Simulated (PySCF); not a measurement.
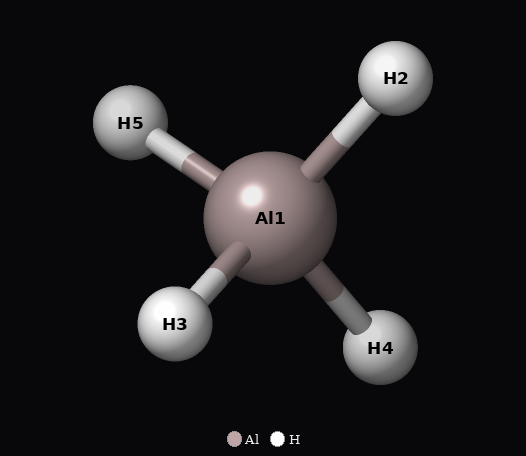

State: charge −1, singlet. The computed structure is the end point of a PBE0-D3(BJ)/def2-TZVP optimisation. No frequency run is at hand to confirm it as a minimum. Method: GIAO ωB97X-D/pcSseg-2 NMR shielding, non-relativistic, gas phase (PySCF 2.14.0), and the same with a continuum solvent (IEF-PCM, Bondi radii x 1.2, gas-phase geometry).

How do HOMO–LUMO gap (eV), σ(Al1) (ppm), σ(H2) (ppm) change in chloroform (ε = 4.7)?

```
    medium  HOMO–LUMO gap (eV)  σ(Al1) (ppm)  σ(H2) (ppm)
 gas phase               11.02         486.9        28.18
chloroform               11.84         480.6        28.35
```
